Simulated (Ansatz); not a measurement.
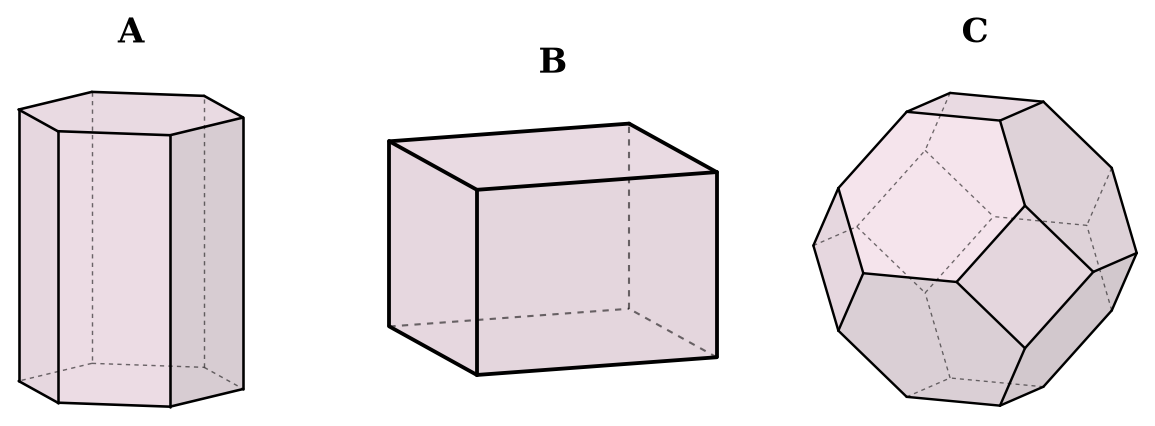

First Brillouin zones computed for the structures below (computed or model cells, partly hypothetical), each scaled to its frame and seen from the same direction (third Cartesian axis up).

> Match each zone to its crystal.
1. YSnSbC2, P4/mmm, No. 123, a = 4.35 Å, b = 4.35 Å, c = 5.87 Å, α = 90.00°, β = 90.00°, γ = 90.00°
2. Y2WC3, P6/mmm (No. 191), a = 5.69 Å, b = 5.69 Å, c = 3.51 Å, α = 90.00°, β = 90.00°, γ = 120.00°
3. TaGa2O6, No. 225, Fm-3m, a = 7.49 Å, b = 7.49 Å, c = 7.49 Å, α = 90.00°, β = 90.00°, γ = 90.00°

A is 2 (primitive hexagonal, a hexagonal prism); B is 1 (primitive tetragonal, a parallelepiped); C is 3 (face-centred cubic, a truncated octahedron).
